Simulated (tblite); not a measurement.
## Geometry relaxation, with input and output: C$_{2}$F$_{6}$O$_{3}$S (part 2 of 2)

C$_{2}$F$_{6}$O$_{3}$S, SMILES O=S(=O)(OC(F)(F)F)C(F)(F)F; GFN2-xTB geometry optimisation, gas phase (tblite 0.8.0). 

Geometry of the input (Å):
```
O  0.7669  -0.2332  -1.9068
S  0.4353  0.1711  -0.4841
O  -0.0569  1.5724  -0.5190
O  -0.7646  -0.8725  0.0331
C  -1.9565  -0.1672  0.0169
F  -1.8499  0.9216  0.8513
F  -2.9475  -1.0353  0.4159
F  -2.2639  0.2684  -1.2590
C  1.8626  -0.0656  0.5362
F  2.2543  -1.3954  0.3949
F  2.8981  0.6953  0.0275
F  1.6232  0.1396  1.8670
```

## Trajectory as extended XYZ, continued
```
12
Properties=species:S:1:pos:R:3:forces:R:3 step=41 energy=-1309.53779
O     0.7263   -0.3060   -1.9526    0.0120  -0.0100  -0.0060
S     0.4713    0.3027   -0.7096    0.0090  -0.0020   0.0060
O     0.1365    1.6668   -0.6068    0.0090  -0.0020   0.0300
O    -0.6519   -0.6004    0.1323   -0.0020   0.0340   0.0170
C    -1.9139   -0.1767    0.0844   -0.0080  -0.0170  -0.0190
F    -2.1491    0.8265    0.9229    0.0100  -0.0430  -0.0190
F    -2.7391   -1.1609    0.4047   -0.0130   0.0160   0.0190
F    -2.2525    0.2462   -1.1333   -0.0160   0.0060  -0.0030
C     1.8485   -0.1273    0.4963    0.0230   0.0040   0.0180
F     2.1206   -1.4143    0.4203   -0.0150  -0.0080  -0.0200
F     2.9310    0.5692    0.1911    0.0190   0.0010  -0.0220
F     1.4734    0.1734    1.7244   -0.0280   0.0210  -0.0020
12
Properties=species:S:1:pos:R:3:forces:R:3 step=43 energy=-1309.53871
O     0.7315   -0.2794   -1.9542    0.0170  -0.0060  -0.0090
S     0.4728    0.3161   -0.7055   -0.0100  -0.0040  -0.0200
O     0.1341    1.6785   -0.5907    0.0020  -0.0210   0.0330
O    -0.6490   -0.6018    0.1229    0.0020   0.0500   0.0120
C    -1.9132   -0.1841    0.0790    0.0050  -0.0180   0.0140
F    -2.1446    0.8268    0.9104   -0.0060  -0.0500  -0.0390
F    -2.7303   -1.1691    0.4189   -0.0070   0.0410  -0.0080
F    -2.2624    0.2252   -1.1404   -0.0160  -0.0010   0.0280
C     1.8463   -0.1273    0.4968    0.0430   0.0060   0.0380
F     2.0856   -1.4214    0.4333   -0.0030  -0.0050  -0.0210
F     2.9439    0.5399    0.1798    0.0140  -0.0090  -0.0320
F     1.4864    0.1959    1.7237   -0.0420   0.0180   0.0040
12
Properties=species:S:1:pos:R:3:forces:R:3 step=45 energy=-1309.53946
O     0.7382   -0.2595   -1.9568   -0.0020   0.0050  -0.0050
S     0.4762    0.3268   -0.7044    0.0070  -0.0040  -0.0070
O     0.1390    1.6885   -0.5774   -0.0090  -0.0130   0.0080
O    -0.6453   -0.5952    0.1178    0.0010   0.0090  -0.0020
C    -1.9133   -0.1898    0.0761    0.0080   0.0020   0.0190
F    -2.1491    0.8240    0.9010   -0.0130   0.0000  -0.0040
F    -2.7203   -1.1779    0.4298   -0.0080   0.0130  -0.0250
F    -2.2738    0.2091   -1.1432   -0.0020  -0.0130   0.0160
C     1.8459   -0.1282    0.4973    0.0060   0.0080   0.0070
F     2.0579   -1.4277    0.4439    0.0130   0.0020  -0.0020
F     2.9546    0.5145    0.1693    0.0130  -0.0160  -0.0100
F     1.4912    0.2148    1.7203   -0.0130   0.0080   0.0040
12
Properties=species:S:1:pos:R:3:forces:R:3 step=47 energy=-1309.53956
O     0.7381   -0.2600   -1.9578   -0.0050   0.0040  -0.0030
S     0.4773    0.3270   -0.7055    0.0040  -0.0020   0.0030
O     0.1409    1.6887   -0.5782   -0.0070  -0.0020   0.0020
O    -0.6443   -0.5922    0.1192    0.0020  -0.0060   0.0040
C    -1.9129   -0.1896    0.0775   -0.0020   0.0050  -0.0010
F    -2.1526    0.8233    0.9019   -0.0050   0.0070   0.0110
F    -2.7189   -1.1791    0.4286   -0.0090  -0.0030  -0.0100
F    -2.2740    0.2089   -1.1416    0.0020  -0.0040  -0.0040
C     1.8460   -0.1283    0.4972   -0.0010   0.0000  -0.0040
F     2.0579   -1.4279    0.4437    0.0090   0.0030   0.0040
F     2.9556    0.5131    0.1697    0.0100  -0.0090   0.0010
F     1.4883    0.2152    1.7192    0.0020   0.0070  -0.0030
12
Properties=species:S:1:pos:R:3:forces:R:3 step=49 energy=-1309.53961
O     0.7378   -0.2585   -1.9582   -0.0010   0.0010  -0.0030
S     0.4774    0.3273   -0.7052   -0.0080  -0.0010   0.0040
O     0.1392    1.6884   -0.5768   -0.0030   0.0020   0.0020
O    -0.6442   -0.5930    0.1191   -0.0010  -0.0030   0.0090
C    -1.9127   -0.1896    0.0776   -0.0050   0.0000  -0.0080
F    -2.1523    0.8237    0.9017   -0.0020  -0.0020   0.0030
F    -2.7199   -1.1786    0.4278   -0.0030  -0.0050   0.0020
F    -2.2740    0.2074   -1.1419    0.0050   0.0090  -0.0070
C     1.8464   -0.1280    0.4974    0.0040  -0.0030  -0.0060
F     2.0575   -1.4276    0.4443    0.0020  -0.0030   0.0090
F     2.9571    0.5109    0.1690    0.0060   0.0010   0.0030
F     1.4890    0.2169    1.7192    0.0050   0.0040  -0.0090
12
Properties=species:S:1:pos:R:3:forces:R:3 step=51 energy=-1309.53966
O     0.7379   -0.2547   -1.9584   -0.0010   0.0000   0.0010
S     0.4770    0.3283   -0.7042   -0.0080  -0.0010   0.0000
O     0.1369    1.6888   -0.5738    0.0000  -0.0010   0.0040
O    -0.6443   -0.5944    0.1184   -0.0050   0.0020   0.0040
C    -1.9129   -0.1904    0.0766   -0.0020  -0.0040   0.0010
F    -2.1513    0.8237    0.9004   -0.0030  -0.0070  -0.0080
F    -2.7207   -1.1785    0.4283    0.0030  -0.0020   0.0010
F    -2.2746    0.2050   -1.1433    0.0090   0.0130   0.0010
C     1.8470   -0.1278    0.4973    0.0050  -0.0020  -0.0040
F     2.0548   -1.4280    0.4466   -0.0010  -0.0080   0.0080
F     2.9598    0.5068    0.1674    0.0030   0.0060  -0.0020
F     1.4916    0.2205    1.7186    0.0020   0.0040  -0.0060
12
Properties=species:S:1:pos:R:3:forces:R:3 step=53 energy=-1309.53971
O     0.7375   -0.2524   -1.9589   -0.0080  -0.0020   0.0050
S     0.4762    0.3286   -0.7037    0.0030   0.0000   0.0000
O     0.1356    1.6888   -0.5715    0.0020  -0.0020   0.0030
O    -0.6447   -0.5948    0.1191   -0.0010   0.0010  -0.0050
C    -1.9134   -0.1909    0.0762    0.0030  -0.0030   0.0060
F    -2.1523    0.8232    0.8998   -0.0050  -0.0040  -0.0070
F    -2.7212   -1.1790    0.4279    0.0040   0.0010  -0.0060
F    -2.2741    0.2048   -1.1440    0.0090   0.0060   0.0060
C     1.8483   -0.1280    0.4965   -0.0020   0.0010   0.0010
F     2.0540   -1.4287    0.4492   -0.0030  -0.0060   0.0030
F     2.9623    0.5041    0.1664   -0.0020   0.0040  -0.0090
F     1.4931    0.2235    1.7170    0.0000   0.0040   0.0020
12
Properties=species:S:1:pos:R:3:forces:R:3 step=55 energy=-1309.53975
O     0.7365   -0.2537   -1.9589   -0.0110  -0.0030   0.0030
S     0.4760    0.3278   -0.7038    0.0050   0.0000   0.0030
O     0.1359    1.6881   -0.5715    0.0050   0.0000   0.0020
O    -0.6450   -0.5942    0.1205    0.0050  -0.0040  -0.0020
C    -1.9137   -0.1906    0.0768    0.0050   0.0010  -0.0020
F    -2.1545    0.8226    0.9005   -0.0020  -0.0010   0.0040
F    -2.7215   -1.1794    0.4261    0.0010   0.0000  -0.0070
F    -2.2724    0.2072   -1.1434    0.0040   0.0000  -0.0010
C     1.8490   -0.1283    0.4959   -0.0040   0.0010   0.0040
F     2.0561   -1.4290    0.4500   -0.0030   0.0030   0.0000
F     2.9626    0.5051    0.1663   -0.0070  -0.0010  -0.0090
F     1.4923    0.2238    1.7157    0.0020   0.0040   0.0050
12
Properties=species:S:1:pos:R:3:forces:R:3 step=57 energy=-1309.53980
O     0.7341   -0.2550   -1.9586   -0.0040  -0.0050  -0.0030
S     0.4761    0.3270   -0.7034   -0.0040  -0.0010   0.0020
O     0.1364    1.6874   -0.5708    0.0070   0.0050   0.0020
O    -0.6450   -0.5941    0.1216    0.0060  -0.0030   0.0100
C    -1.9136   -0.1904    0.0771    0.0010   0.0040  -0.0100
F    -2.1569    0.8217    0.9012    0.0060  -0.0010   0.0130
F    -2.7218   -1.1798    0.4235   -0.0010  -0.0030  -0.0070
F    -2.2700    0.2097   -1.1430   -0.0010  -0.0040  -0.0100
C     1.8496   -0.1286    0.4956   -0.0040   0.0010   0.0020
F     2.0576   -1.4293    0.4513   -0.0030   0.0100   0.0010
F     2.9625    0.5056    0.1647   -0.0100  -0.0060  -0.0050
F     1.4921    0.2251    1.7148    0.0080   0.0010   0.0040
12
Properties=species:S:1:pos:R:3:forces:R:3 step=60 energy=-1309.53997
O     0.7248   -0.2501   -1.9582    0.0140  -0.0010  -0.0080
S     0.4749    0.3285   -0.6998   -0.0150   0.0000  -0.0090
O     0.1365    1.6885   -0.5610    0.0080   0.0030   0.0010
O    -0.6438   -0.5958    0.1244   -0.0090   0.0170   0.0220
C    -1.9123   -0.1922    0.0748   -0.0100  -0.0030   0.0040
F    -2.1613    0.8175    0.9008    0.0180  -0.0050   0.0050
F    -2.7211   -1.1830    0.4157   -0.0080  -0.0070  -0.0130
F    -2.2635    0.2109   -1.1458    0.0010  -0.0060  -0.0040
C     1.8507   -0.1286    0.4953   -0.0060   0.0040  -0.0040
F     2.0507   -1.4307    0.4619   -0.0030   0.0050   0.0030
F     2.9660    0.4955    0.1535   -0.0050  -0.0030   0.0020
F     1.4995    0.2388    1.7124    0.0140  -0.0030   0.0010
12
Properties=species:S:1:pos:R:3:forces:R:3 step=62 energy=-1309.54011
O     0.7186   -0.2455   -1.9588    0.0120   0.0050   0.0040
S     0.4732    0.3303   -0.6980    0.0020   0.0020  -0.0010
O     0.1380    1.6906   -0.5534    0.0020   0.0000  -0.0110
O    -0.6428   -0.5949    0.1286   -0.0090   0.0150   0.0060
C    -1.9118   -0.1939    0.0735   -0.0070  -0.0080   0.0140
F    -2.1644    0.8136    0.9010    0.0020  -0.0060  -0.0060
F    -2.7201   -1.1870    0.4089   -0.0120  -0.0010  -0.0110
F    -2.2586    0.2105   -1.1483    0.0060  -0.0040   0.0100
C     1.8507   -0.1284    0.4946   -0.0020   0.0010  -0.0040
F     2.0432   -1.4317    0.4710   -0.0050  -0.0070   0.0000
F     2.9689    0.4857    0.1447    0.0010   0.0050  -0.0020
F     1.5062    0.2502    1.7102    0.0100  -0.0010   0.0000
12
Properties=species:S:1:pos:R:3:forces:R:3 step=64 energy=-1309.54019
O     0.7162   -0.2455   -1.9591    0.0040   0.0040   0.0100
S     0.4727    0.3305   -0.6980    0.0090   0.0030   0.0080
O     0.1408    1.6914   -0.5522   -0.0020   0.0040  -0.0160
O    -0.6425   -0.5921    0.1327    0.0010  -0.0040  -0.0020
C    -1.9122   -0.1944    0.0743    0.0000  -0.0030   0.0020
F    -2.1679    0.8113    0.9025   -0.0130  -0.0050   0.0010
F    -2.7200   -1.1898    0.4036   -0.0100   0.0050  -0.0020
F    -2.2552    0.2119   -1.1480    0.0020  -0.0010   0.0050
C     1.8505   -0.1286    0.4937    0.0050  -0.0030   0.0020
F     2.0417   -1.4323    0.4745   -0.0050  -0.0050  -0.0050
F     2.9691    0.4832    0.1413    0.0030   0.0030  -0.0040
F     1.5081    0.2539    1.7086    0.0070   0.0010   0.0030
12
Properties=species:S:1:pos:R:3:forces:R:3 step=66 energy=-1309.54026
O     0.7144   -0.2468   -1.9583    0.0030  -0.0040   0.0060
S     0.4729    0.3302   -0.6974   -0.0010   0.0040   0.0050
O     0.1432    1.6917   -0.5532   -0.0040   0.0070  -0.0100
O    -0.6426   -0.5901    0.1362    0.0040  -0.0120   0.0010
C    -1.9127   -0.1947    0.0753    0.0020   0.0030  -0.0100
F    -2.1723    0.8090    0.9046   -0.0150  -0.0040   0.0100
F    -2.7213   -1.1915    0.3984   -0.0020   0.0030   0.0050
F    -2.2519    0.2144   -1.1470   -0.0020   0.0030  -0.0080
C     1.8510   -0.1291    0.4932    0.0080   0.0000   0.0070
F     2.0421   -1.4329    0.4764   -0.0030   0.0060  -0.0070
F     2.9688    0.4832    0.1384    0.0020  -0.0060  -0.0030
F     1.5096    0.2559    1.7076    0.0080  -0.0010   0.0050
12
Properties=species:S:1:pos:R:3:forces:R:3 step=68 energy=-1309.54034
O     0.7122   -0.2457   -1.9567    0.0050  -0.0120   0.0020
S     0.4728    0.3311   -0.6954   -0.0100   0.0020  -0.0030
O     0.1446    1.6932   -0.5524   -0.0070   0.0020   0.0030
O    -0.6426   -0.5896    0.1396   -0.0040   0.0000   0.0010
C    -1.9132   -0.1958    0.0750   -0.0030   0.0060  -0.0070
F    -2.1775    0.8055    0.9061   -0.0070  -0.0010   0.0050
F    -2.7234   -1.1931    0.3927    0.0090  -0.0050   0.0050
F    -2.2483    0.2158   -1.1476   -0.0010   0.0070  -0.0100
C     1.8521   -0.1293    0.4932    0.0040   0.0070   0.0050
F     2.0392   -1.4337    0.4801    0.0010   0.0140  -0.0070
F     2.9699    0.4796    0.1323    0.0030  -0.0140   0.0010
F     1.5152    0.2613    1.7070    0.0100  -0.0050   0.0050
12
Properties=species:S:1:pos:R:3:forces:R:3 step=70 energy=-1309.54041
O     0.7115   -0.2430   -1.9552    0.0030  -0.0110   0.0060
S     0.4722    0.3333   -0.6935   -0.0020  -0.0040  -0.0040
O     0.1445    1.6955   -0.5504   -0.0100  -0.0090   0.0080
O    -0.6427   -0.5894    0.1415   -0.0100   0.0190  -0.0060
C    -1.9137   -0.1971    0.0740   -0.0080   0.0020   0.0060
F    -2.1818    0.8024    0.9065    0.0010   0.0020  -0.0090
F    -2.7239   -1.1951    0.3895    0.0130  -0.0100  -0.0040
F    -2.2463    0.2153   -1.1493    0.0020   0.0070   0.0040
C     1.8529   -0.1288    0.4936   -0.0020   0.0080  -0.0020
F     2.0337   -1.4341    0.4838   -0.0010   0.0090  -0.0050
F     2.9725    0.4729    0.1263    0.0040  -0.0080   0.0030
F     1.5223    0.2673    1.7073    0.0100  -0.0050   0.0030
12
Properties=species:S:1:pos:R:3:forces:R:3 step=72 energy=-1309.54054
O     0.7103   -0.2421   -1.9528   -0.0040  -0.0030   0.0110
S     0.4712    0.3360   -0.6918    0.0130  -0.0090   0.0060
O     0.1448    1.6987   -0.5491   -0.0120  -0.0140   0.0030
O    -0.6428   -0.5856    0.1457   -0.0030   0.0210  -0.0060
C    -1.9149   -0.1980    0.0735   -0.0030   0.0000   0.0080
F    -2.1909    0.7976    0.9080    0.0030   0.0060  -0.0170
F    -2.7224   -1.2002    0.3833    0.0100  -0.0060  -0.0150
F    -2.2423    0.2167   -1.1507   -0.0060   0.0010   0.0170
C     1.8537   -0.1276    0.4936    0.0000  -0.0010  -0.0050
F     2.0262   -1.4339    0.4880   -0.0080  -0.0050  -0.0040
F     2.9766    0.4632    0.1187    0.0010   0.0070   0.0050
F     1.5315    0.2747    1.7075    0.0090   0.0010  -0.0030
12
Properties=species:S:1:pos:R:3:forces:R:3 step=74 energy=-1309.54068
O     0.7064   -0.2451   -1.9494   -0.0050   0.0000   0.0060
S     0.4709    0.3375   -0.6899    0.0080  -0.0040   0.0100
O     0.1467    1.7009   -0.5497   -0.0070  -0.0040  -0.0010
O    -0.6426   -0.5784    0.1532    0.0080  -0.0010   0.0100
C    -1.9163   -0.1983    0.0742    0.0070   0.0050  -0.0050
F    -2.2043    0.7915    0.9112    0.0000   0.0060  -0.0050
F    -2.7199   -1.2073    0.3719    0.0060   0.0020  -0.0140
F    -2.2358    0.2220   -1.1500   -0.0190  -0.0030   0.0050
C     1.8550   -0.1265    0.4928    0.0100  -0.0100   0.0000
F     2.0202   -1.4339    0.4920   -0.0100  -0.0090  -0.0050
F     2.9803    0.4551    0.1108   -0.0060   0.0130   0.0060
F     1.5406    0.2819    1.7068    0.0080   0.0050  -0.0080
12
Properties=species:S:1:pos:R:3:forces:R:3 step=76 energy=-1309.54079
O     0.7014   -0.2481   -1.9456    0.0000  -0.0030  -0.0010
S     0.4708    0.3382   -0.6870   -0.0050   0.0030   0.0000
O     0.1480    1.7022   -0.5498   -0.0010   0.0040   0.0020
O    -0.6424   -0.5729    0.1607    0.0050  -0.0100   0.0150
C    -1.9172   -0.1984    0.0742    0.0060   0.0050  -0.0080
F    -2.2156    0.7860    0.9138   -0.0010   0.0040   0.0050
F    -2.7182   -1.2129    0.3598    0.0030   0.0020  -0.0030
F    -2.2309    0.2272   -1.1495   -0.0130  -0.0030  -0.0100
C     1.8570   -0.1262    0.4922    0.0090  -0.0060   0.0060
F     2.0152   -1.4345    0.4959   -0.0020  -0.0010  -0.0040
F     2.9831    0.4495    0.1034   -0.0060   0.0030   0.0040
F     1.5500    0.2891    1.7057    0.0050   0.0010  -0.0050
12
Properties=species:S:1:pos:R:3:forces:R:3 step=78 energy=-1309.54082
O     0.7010   -0.2479   -1.9443    0.0000  -0.0010   0.0000
S     0.4705    0.3386   -0.6857   -0.0020   0.0010  -0.0010
O     0.1471    1.7025   -0.5487    0.0010   0.0010   0.0020
O    -0.6426   -0.5728    0.1620    0.0000   0.0000   0.0030
C    -1.9174   -0.1984    0.0734    0.0000   0.0000   0.0000
F    -2.2170    0.7853    0.9136   -0.0010   0.0020  -0.0010
F    -2.7181   -1.2136    0.3574    0.0000   0.0000   0.0010
F    -2.2314    0.2274   -1.1502    0.0010  -0.0020  -0.0040
C     1.8579   -0.1262    0.4925    0.0010   0.0000   0.0010
F     2.0134   -1.4348    0.4968    0.0020   0.0020  -0.0010
F     2.9839    0.4478    0.1013   -0.0010  -0.0010   0.0000
F     1.5539    0.2913    1.7059    0.0010  -0.0020  -0.0010
```

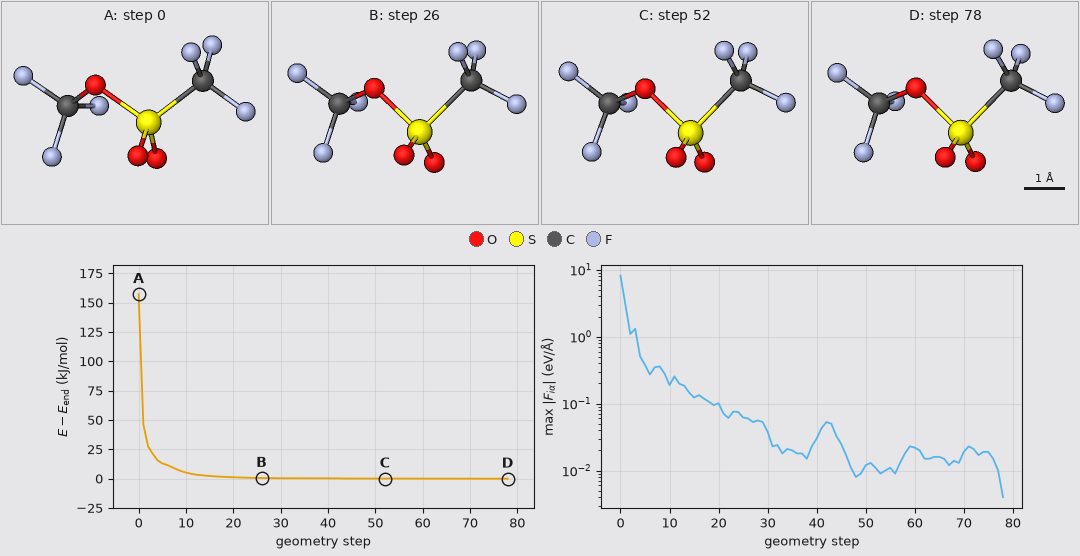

Frames of the relaxation (ball-and-stick view, seen at a tilt) above the curves, on which the letters mark them (steps are counted from 0).

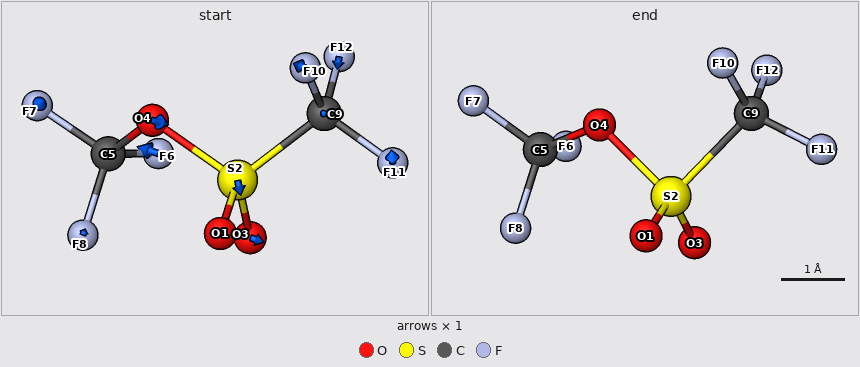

Before (left) and after (right) the relaxation, at one scale (ball-and-stick view, seen at a tilt). The blue arrows give the displacements, at true length. After 78 geometry steps the energy has fallen by 157.3 kJ/mol. The largest force component goes from 8.2 to 0.004 eV/Å. F6 moves most after the best rigid fit: 0.40 Å. By element the largest moves are F 0.40 Å, O 0.35 Å, S 0.27 Å, C 0.08 Å. Among the contacts that change: S2–C9 1.770 → 1.879 Å, O1–S2 1.516 → 1.408 Å, S2–O3 1.486 → 1.408 Å, C9–F10 1.393 → 1.318 Å. Among the angles that change: O4–S2–C9 108.5° → 92.2°, O1–S2–O3 107.6° → 121.9°, S2–O4–C5 107.2° → 116.8°. (Atoms are counted from 1 in the order of the input.)
